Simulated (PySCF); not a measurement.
**C$_{4}$H$_{2}$F$_{3}$N$_{3}$ (SMILES FC(F)(F)c1ccnnn1): density, localisation and related maps**

```yaml
atoms:
  - { symbol: F, position_ang: [-1.9246, 0.4328, -1.8085] }
  - { symbol: C, position_ang: [-1.7485, 0.0646, -0.5465] }
  - { symbol: F, position_ang: [-2.1211, -1.2139, -0.4318] }
  - { symbol: F, position_ang: [-2.5439, 0.7966, 0.2209] }
  - { symbol: C, position_ang: [-0.2992, 0.2304, -0.1312] }
  - { symbol: C, position_ang: [0.4880, -0.8322, 0.2783] }
  - { symbol: C, position_ang: [1.7846, -0.4709, 0.6184] }
  - { symbol: N, position_ang: [2.2068, 0.7896, 0.5486] }
  - { symbol: N, position_ang: [1.3964, 1.7393, 0.1494] }
  - { symbol: N, position_ang: [0.1623, 1.4767, -0.1875] }
  - { symbol: H, position_ang: [0.1168, -1.8566, 0.3279] }
  - { symbol: H, position_ang: [2.5234, -1.2018, 0.9606] }
```

Geometry: PBE0-D3(BJ)/def2-SVP.

These are results of PBE0/pcSseg-1, SCF density, gas phase, non-relativistic (PySCF), not measurements.

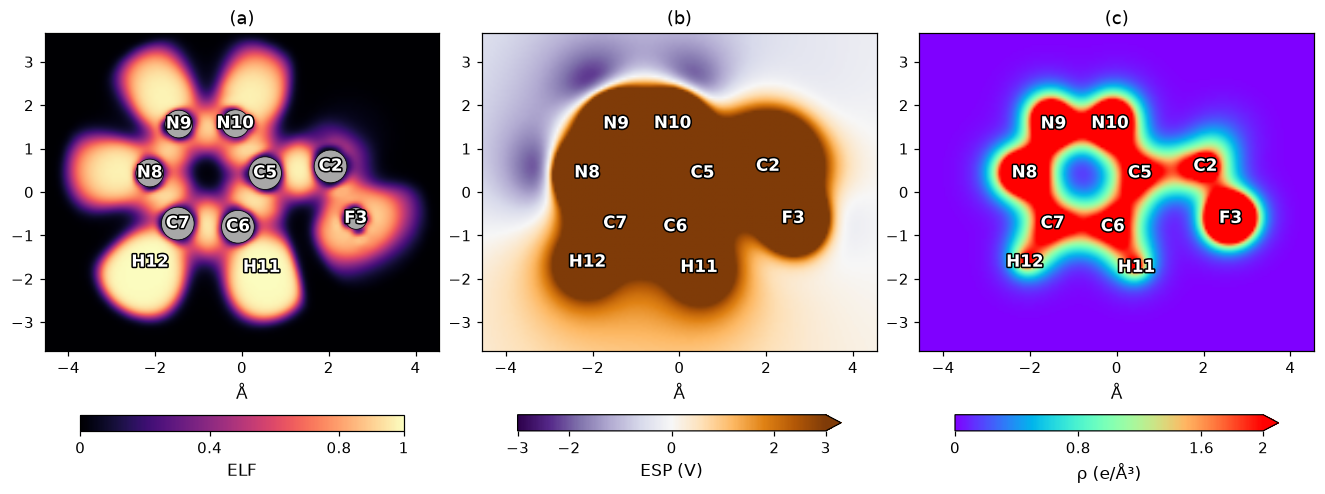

Figure 1. (a) ELF; (b) electrostatic potential; (c) total electron density on the plane of atoms C6, C7 and N8. Grey discs cover the atomic cores in the ELF map.

Interpret the plot.

The plane passes through C, F, N and H nuclei. N–N (1.31 Å): the density is about 2.7 e/Å³ at the midpoint; the ELF peaks at about 0.90 between the atoms (localised, covalent bonding). C–F (1.34 Å): ρ at the midpoint is about 2.4 e/Å³; the ELF peaks at about 0.85 between the atoms: a shared but strongly polarised pair. C–N (1.33 Å): the density is about 2.5 e/Å³ at the midpoint; the ELF peaks at about 0.90 between the atoms: localised, covalent bonding. C–C (1.38 Å): ρ is about 2.1 e/Å³ halfway; the ELF peaks at about 0.95 between the atoms; localised, covalent bonding. C–H (1.09 Å): the density is about 2 e/Å³ at the midpoint; the ELF climbs to about 1 towards the hydrogen, as it does in any bond to H; an ordinary covalent bond to hydrogen. The ELF also peaks beside F3, N8, N9 and N10, away from the bonds: lone-pair regions. Outside the dense part of the molecule the potential is most negative (−2.2 V) near N9.

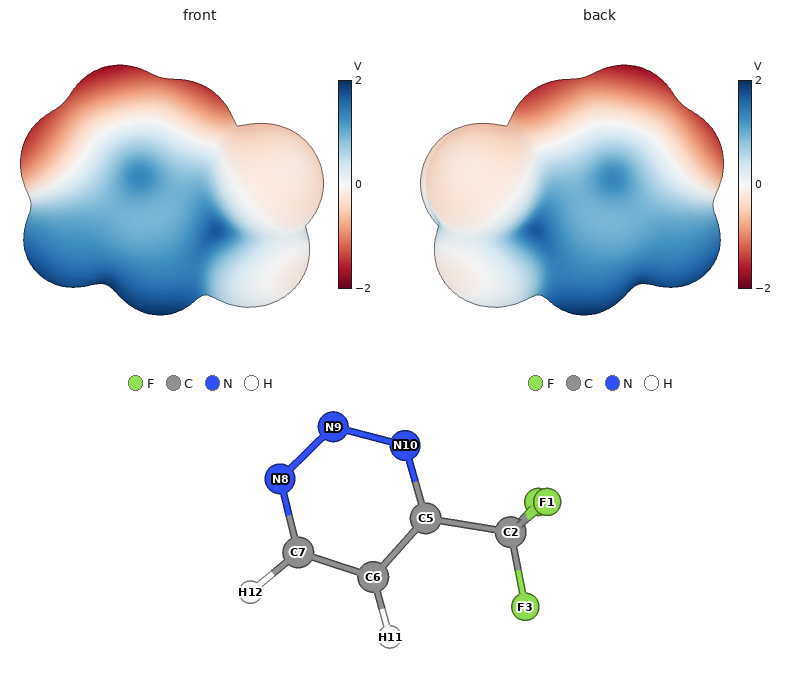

Figure 2. The electrostatic potential painted on the density surface at 0.002 e/bohr³, seen from the front and from behind; red is negative and blue positive. The bare structure is drawn below in the same view.

Where is the surface potential most negative and most positive?

The most negative region (about −1.7 V, or −39 kcal/mol for a unit charge) lies over N9, the most positive (about +1.9 V, or +44 kcal/mol for a unit charge) over C6, C7 and H11. N9 is the likeliest acceptor of a hydrogen bond.

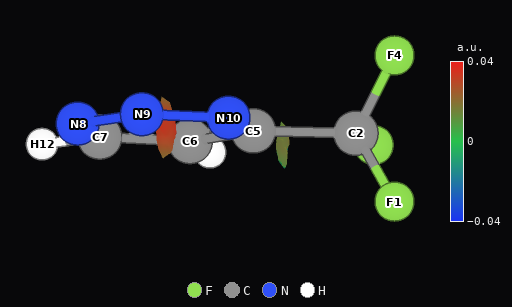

Figure 3. Non-covalent interaction (NCI) plot: the surface where the reduced density gradient is 0.5, for densities under 0.05 a.u., coloured by sign(λ₂)ρ; seen from one side.

Identify the weak interactions.

- Between F3 and C2 on one side and C6 and H11 on the other: a weak contact, attractive (blue-green) on one side and crowded (olive to red) on the other
- Inside the ring or cage of C5, C6, C7, N8, N9 and N10: steric crowding (red)
